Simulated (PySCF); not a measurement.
Consider C₅H₉OS (doublet).

```yaml
atoms:
  - { symbol: C, position_ang: [2.6316, -0.1308, 0.6309] }
  - { symbol: C, position_ang: [2.0354, -0.9148, -0.4790] }
  - { symbol: S, position_ang: [0.5202, -0.5388, -1.1859] }
  - { symbol: C, position_ang: [-0.4770, -0.0074, 0.2622] }
  - { symbol: C, position_ang: [-1.9178, 0.2005, -0.1704] }
  - { symbol: C, position_ang: [-2.7947, 0.6399, 0.9666] }
  - { symbol: O, position_ang: [-2.4270, 0.8667, 2.0837] }
  - { symbol: H, position_ang: [3.6244, -0.5138, 0.8538] }
  - { symbol: H, position_ang: [2.7245, 0.9317, 0.3776] }
  - { symbol: H, position_ang: [2.0292, -0.1944, 1.5390] }
  - { symbol: H, position_ang: [2.6764, -1.4470, -1.1587] }
  - { symbol: H, position_ang: [-0.0570, 0.9185, 0.6532] }
  - { symbol: H, position_ang: [-0.4083, -0.7872, 1.0201] }
  - { symbol: H, position_ang: [-2.3325, -0.7189, -0.5927] }
  - { symbol: H, position_ang: [-1.9753, 0.9605, -0.9554] }
  - { symbol: H, position_ang: [-3.8597, 0.7443, 0.6786] }
```

Geometry: GFN2-xTB.

Method: UKS B3LYP, pcH-1 on C H O S, non-relativistic, mean-field spin-orbit, GIAO (PySCF 2.14.0, density-fitted response routines).

**Predict the electron density, electron localisation function and spin density between the atoms.**

C–O (1.20 Å): the density is about 5.7 e/Å³ at the midpoint; the ELF is about 0.55 at the midpoint and 0.40 at its lowest between the atoms.
C–C (1.50 Å): ρ at the midpoint is about 1.8 e/Å³; the ELF peaks at about 0.95 between the atoms, as expected for a covalent bond.
C–H (1.09 Å): the density is about 1.4 e/Å³ at the midpoint; the ELF climbs to about 1 towards the hydrogen, as it does in any bond to H; a covalent bond by its length.
C–S (1.84 Å): ρ is about 1.2 e/Å³ halfway; the ELF peaks at about 0.90 between the atoms, as expected for a covalent bond.
The unpaired spin (1 electron) lies mostly on C2 (about 0.6) and S3 (about 0.2), in electrons by Hirshfeld's partition.

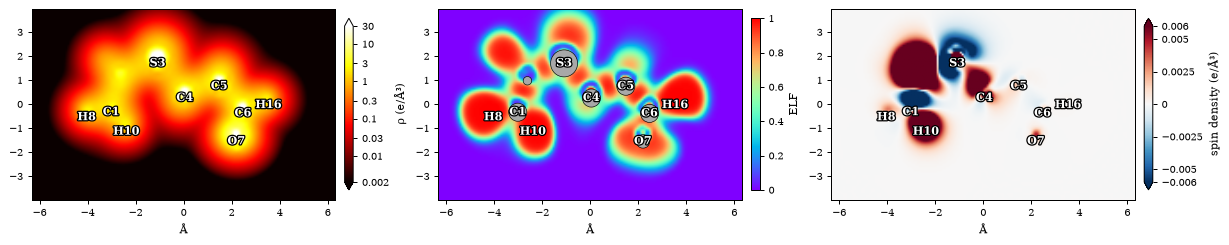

Computed electron density, electron localisation function and spin density on the plane of atoms C5, C6 and O7, in this order. Grey discs cover the atomic cores in the ELF map. 
